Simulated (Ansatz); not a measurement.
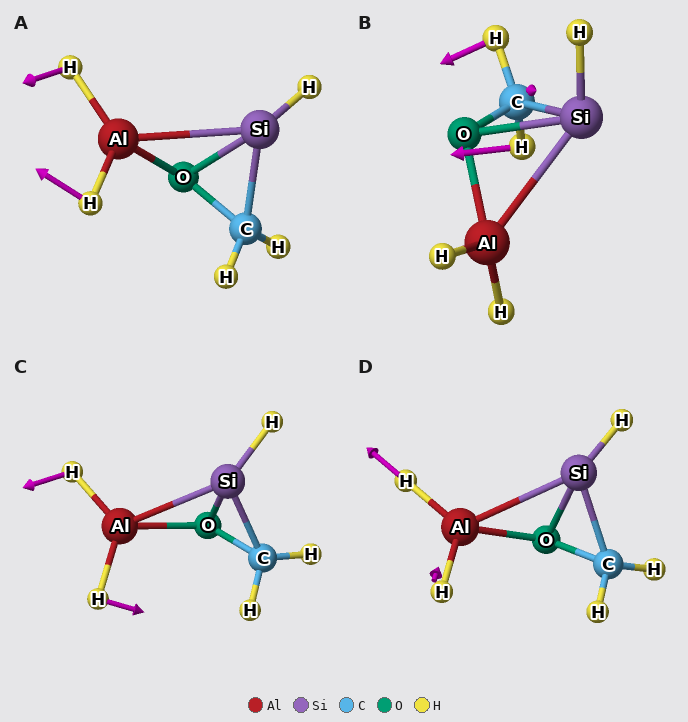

4 normal modes of one molecule or complex, as arrows. Harmonic vibrations computed with RKS PBE0-D4/def2-TZVP (Ansatz 0.2.0) at a stationary point of the same level.

**Match the panels to the wavenumbers 484 cm⁻¹, 735 cm⁻¹, 1156 cm⁻¹, 1957 cm⁻¹.**

A: 735 cm⁻¹, angle bending
B: 1156 cm⁻¹
C: 484 cm⁻¹, angle bending
D: 1957 cm⁻¹, Al–H stretching
